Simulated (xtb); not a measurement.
**AlH₃: geometry relaxation (part 1 of 2)**

- system: AlH₃, multiplicity 3, SMILES [AlH3]
- method: GFN0-xTB (xtb 6.7.1)

The geometry comes from this level: PBE0-D4/def2-TZVP.

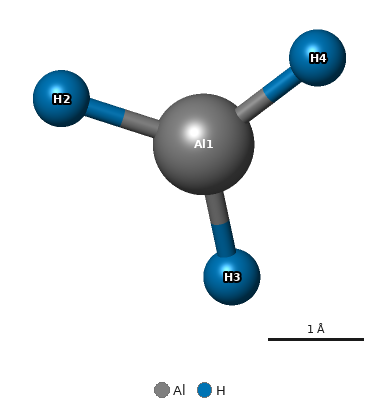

Figure 1. The input geometry (ball-and-stick view, seen at a tilt; atoms are numbered from 1 in the order of the input). Sticks mark near contacts. Bond lengths as drawn: Al–H 1.59 Å.

Input (input.xyz):
```
4

Al     0.013700    -0.014800    -0.005100
H      0.633200     0.670900     1.283600
H     -1.340800    -0.832000     0.105100
H      0.749400     0.115700    -1.403900
```

File detailed.inp:
```
$chrg 0
$spin 2
$end
```

Machine: 1 thread of Arm Neoverse V1, 24 GiB of memory available, shared host.

Launch command:
```bash
xtb input.xyz --gfn 0 -I detailed.inp -o tight --json --pop > input.out 2> xtb.err
```

Log:
```
* xtb version 6.7.1
   ID    Z sym.   atoms
    1   13 Al     1
    2    1 H      2-4

           -------------------------------------------------
          |                Calculation Setup                |
           -------------------------------------------------

          program call               : xtb input.xyz --gfn 0 -I detailed.inp -o tight --json --pop
          coordinate file            : input.xyz
          omp threads                :                     1

           -------------------------------------------------
          |                 G F N 0 - x T B                 |
           -------------------------------------------------

      * Hamiltonian:
        H0-scaling (s, p, d)           2.000000    2.486800    2.270000
        zeta-weighting                 1.000000
      * Dispersion:
        s8                             2.850000
        a1                             0.800000
        a2                             4.600000
        s9                             0.000000
      * Repulsion:
        kExp                           1.500000
        rExp                           1.000000
      * Coulomb:
        alpha                          0.000000
        third order                    atomic
        anisotropic                    false
      * Polar bond correction:
        rad-shift                      0.053700
        strength                      -0.012900
        en-exp                         3.484700
        en-scale                       0.509700

          ...................................................
          :                      SETUP                      :
          :.................................................:
          :  # basis functions                  16          :
          :  # atomic orbitals                  15          :
          :  # shells                            9          :
          :  # electrons                         6          :
          :  electronic temp.          300.0000000     K    :
          :  accuracy                    1.0000000          :
          :  -> integral cutoff          0.2500000E+02      :
          :  -> integral neglect         0.1000000E-07      :
          ...................................................
  Checking positiv definite overlap ...  done.

         #    Occupation            Energy/Eh            Energy/eV
      -------------------------------------------------------------
         1        1.9143           -0.5177126             -14.0877
         2        1.9140           -0.5177093             -14.0876
         3        1.1718           -0.5139695             -13.9858
         4        1.0000           -0.2504450              -6.8150 (HOMO)
         5                         -0.2005412              -5.4570 (LUMO)
         6                         -0.1536614              -4.1813
         7                         -0.1536577              -4.1812
         8                         -0.1268160              -3.4508
         9                         -0.1268160              -3.4508
       ...                                ...                  ...
        15                          1.5880000              43.2117
      -------------------------------------------------------------
                  HL-Gap            0.0499039 Eh            1.3580 eV
             Fermi-level            0.0000000 Eh            0.0000 eV

 EHT (total)                   0 d,  0 h,  0 min,  0.001 sec
 EHT setup                      ...        0 min,  0.000 sec (  4.213%)
 Coordination number            ...        0 min,  0.000 sec (  1.730%)
 EEQ model density              ...        0 min,  0.000 sec (  2.196%)
 D4 Dispersion                  ...        0 min,  0.000 sec ( 10.384%)
 Integral evaluation            ...        0 min,  0.000 sec ( 18.138%)
 Cholesky factorization         ...        0 min,  0.000 sec (  4.487%)
 Zeroth order Hamiltonian       ...        0 min,  0.000 sec ( 18.213%)
 Gradient calculation           ...        0 min,  0.000 sec ( 27.709%)

         :::::::::::::::::::::::::::::::::::::::::::::::::::::
         ::                     SUMMARY                     ::
         :::::::::::::::::::::::::::::::::::::::::::::::::::::
         :: total energy              -2.845720919135 Eh    ::
         :: gradient norm              0.052081228223 Eh/a0 ::
         :: HOMO-LUMO gap              1.357953277121 eV    ::
         ::.................................................::
         :: H0 energy                 -2.835607879973 Eh    ::
         :: repulsion energy           0.012733242079 Eh    ::
         :: electrostat energy        -0.022531070541 Eh    ::
         :: -> Gsolv                   0.000000000000 Eh    ::
         ::    -> Gsasa                0.000000000000 Eh    ::
         ::    -> Gshift               0.000000000000 Eh    ::
         :: dispersion energy         -0.000315210700 Eh    ::
         :: short-range corr.          0.000000000000 Eh    ::
         :: add. restraining           0.000000000000 Eh    ::
         :: total charge              -0.000000000000 e     ::
         :::::::::::::::::::::::::::::::::::::::::::::::::::::

      -----------------------------------------------------------
     |                   =====================                   |
     |                        A N C O P T                        |
     |                   =====================                   |
     |               Approximate Normal Coordinate               |
     |                Rational Function Optimizer                |
      -----------------------------------------------------------

          ...................................................
          :                      SETUP                      :
          :.................................................:
          :   optimization level             tight          :
          :   max. optcycles                   200          :
          :   ANC micro-cycles                  20          :
          :   degrees of freedom                 6          :
          :.................................................:
          :   RF solver                   davidson          :
          :   write xtbopt.log                true          :
          :   linear?                        false          :
          :   energy convergence         0.1000000E-05 Eh   :
          :   grad. convergence          0.8000000E-03 Eh/α :
          :   maximum RF displ.          1.0000000          :
          :   Hlow (freq-cutoff)         0.1000000E-01      :
          :   Hmax (freq-cutoff)         5.0000000          :
          :   S6 in model hess.         20.0000000          :
          ...................................................

generating ANC from exact Hessian ...
Using Lindh-Hessian (1995)
 Shifting diagonal of input Hessian by    9.8770685807280829E-003
 Lowest  eigenvalues of input Hessian
    0.000000    0.000000    0.000000    0.000000    0.000000    0.000000
    0.010000    0.019088    0.019091    0.155228    0.376840    0.376939
 Highest eigenvalues
    0.010000    0.019088    0.019091    0.155228    0.376840    0.376939

........................................................................
.............................. CYCLE    1 ..............................
........................................................................
     Diagonalization            ...        0 min,  0.000 sec
 * total energy  :    -2.8457209 Eh     change        0.0000000E+00 Eh
   gradient norm :     0.0520812 Eh/α   predicted     0.0000000E+00 (   0.00%)
   displ. norm   :     0.3045035 α      lambda       -0.1585569E-01
   maximum displ.:     0.3044175 α      in ANC's #4, #1, #2, ...

........................................................................
.............................. CYCLE    2 ..............................
........................................................................
     Diagonalization            ...        0 min,  0.000 sec
 * total energy  :    -2.8591014 Eh     change       -0.1338044E-01 Eh
   gradient norm :     0.0355324 Eh/α   predicted    -0.8662934E-02 ( -35.26%)
   displ. norm   :     0.5164727 α      lambda       -0.1789987E-01
   maximum displ.:     0.4984330 α      in ANC's #4, #1, #2, ...

........................................................................
.............................. CYCLE    3 ..............................
........................................................................
     Diagonalization            ...        0 min,  0.000 sec
 * total energy  :    -2.8723124 Eh     change       -0.1321099E-01 Eh
   gradient norm :     0.0183780 Eh/α   predicted    -0.1133728E-01 ( -14.18%)
   displ. norm   :     0.8300756 α      lambda       -0.1466298E-01
   maximum displ.:     0.6678739 α      in ANC's #1, #4, #2, ...

........................................................................
.............................. CYCLE    4 ..............................
........................................................................
     Diagonalization            ...        0 min,  0.000 sec
 * total energy  :    -2.8824883 Eh     change       -0.1017593E-01 Eh
   gradient norm :     0.0124431 Eh/α   predicted    -0.1238307E-01 (  21.69%)
   displ. norm   :     0.2423628 α      lambda       -0.2332204E-02
   maximum displ.:     0.2319044 α      in ANC's #1, #4, #2, ...

........................................................................
.............................. CYCLE    5 ..............................
........................................................................
     Diagonalization            ...        0 min,  0.000 sec
 * total energy  :    -2.8844682 Eh     change       -0.1979881E-02 Eh
   gradient norm :     0.0146866 Eh/α   predicted    -0.1234599E-02 ( -37.64%)
   displ. norm   :     0.7130234 α      lambda       -0.8518968E-02
   maximum displ.:     0.5159322 α      in ANC's #4, #1, #2, ...

........................................................................
.............................. CYCLE    6 ..............................
........................................................................
     Diagonalization            ...        0 min,  0.000 sec
 * total energy  :    -2.8940779 Eh     change       -0.9609705E-02 Eh
   gradient norm :     0.0290101 Eh/α   predicted    -0.6425014E-02 ( -33.14%)
   displ. norm   :     0.7689807 α      lambda       -0.1862602E-01
   maximum displ.:     0.6252519 α      in ANC's #4, #1, #2, ...

........................................................................
.............................. CYCLE    7 ..............................
........................................................................
     Diagonalization            ...        0 min,  0.000 sec
 * total energy  :    -2.9097191 Eh     change       -0.1564125E-01 Eh
   gradient norm :     0.0366739 Eh/α   predicted    -0.1482009E-01 (  -5.25%)
   displ. norm   :     0.7822061 α      lambda       -0.2456522E-01
   maximum displ.:     0.7794607 α      in ANC's #4, #1, #2, ...

........................................................................
.............................. CYCLE    8 ..............................
........................................................................
     Diagonalization            ...        0 min,  0.000 sec
 * total energy  :    -2.9309785 Eh     change       -0.2125940E-01 Eh
   gradient norm :     0.0315946 Eh/α   predicted    -0.1979769E-01 (  -6.88%)
   displ. norm   :     0.8176814 α      lambda       -0.2455319E-01
   maximum displ.:     0.6221246 α      in ANC's #4, #1, #2, ...

........................................................................
.............................. CYCLE    9 ..............................
........................................................................
     Diagonalization            ...        0 min,  0.000 sec
 * total energy  :    -2.9354941 Eh     change       -0.4515626E-02 Eh
   gradient norm :     0.0674624 Eh/α   predicted    -0.2048476E-01 ( 353.64%)
   displ. norm   :     0.4261027 α      lambda       -0.2604970E-01
   maximum displ.:     0.3213521 α      in ANC's #1, #2, #3, ...

........................................................................
.............................. CYCLE   10 ..............................
........................................................................
     Diagonalization            ...        0 min,  0.000 sec
 * total energy  :    -2.9468743 Eh     change       -0.1138016E-01 Eh
   gradient norm :     0.0123418 Eh/α   predicted    -0.1538968E-01 (  35.23%)
   displ. norm   :     0.2759496 α      lambda       -0.2982514E-02
   maximum displ.:     0.1627675 α      in ANC's #2, #3, #4, ...

........................................................................
.............................. CYCLE   11 ..............................
........................................................................
     Diagonalization            ...        0 min,  0.000 sec
 * total energy  :    -2.9482118 Eh     change       -0.1337462E-02 Eh
   gradient norm :     0.0015860 Eh/α   predicted    -0.1604813E-02 (  19.99%)
   displ. norm   :     0.0449287 α      lambda       -0.3449322E-04
   maximum displ.:     0.0419711 α      in ANC's #2, #4, #3, ...
```
